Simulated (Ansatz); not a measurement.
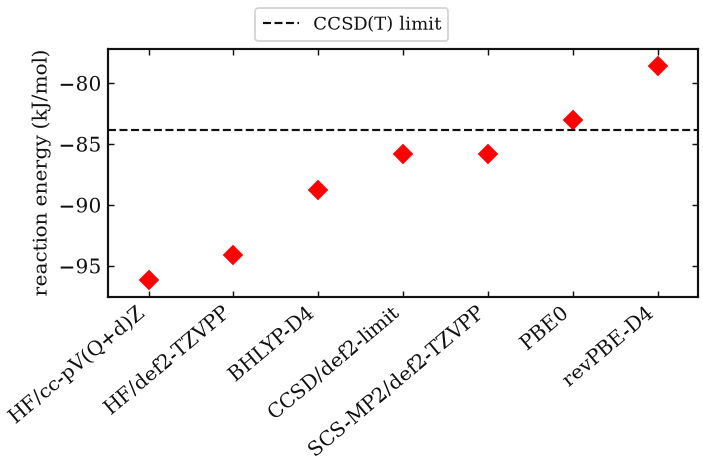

Electronic reaction energy of SiNH₃O (N[Si]O) [singlet] + HF (F) → SiHOF (O[Si]F) [singlet] + NH₃ (N) (SMILES in brackets) at several levels (functionals in def2-TZVPP unless a basis is named), isolated molecules at PBE0-D4 triple-zeta geometries, minima by their frequencies, no zero-point or thermal terms, the Ansatz code 0.2.0. The line is frozen-core CCSD(T) at the basis limit (scheme: direct). No dispersion term is added to PBE0. The distance of SCS-MP2/def2-TZVPP to the limit includes basis error.

### What range do the values span, the line included?

From −96.2 kJ/mol (HF/cc-pV(Q+d)Z) to −78.6 kJ/mol (revPBE-D4).

### Give the values.

```
             level  kJ/mol  less CCSD(T) limit
    HF/cc-pV(Q+d)Z   −96.2               −12.3
     HF/def2-TZVPP   −94.1               −10.2
          BHLYP-D4   −88.8                −4.9
   CCSD/def2-limit   −85.8                −2.0
SCS-MP2/def2-TZVPP   −85.8                −1.9
              PBE0   −83.0                 0.9
         revPBE-D4   −78.6                 5.3
     CCSD(T) limit   −83.9                 0.0
```
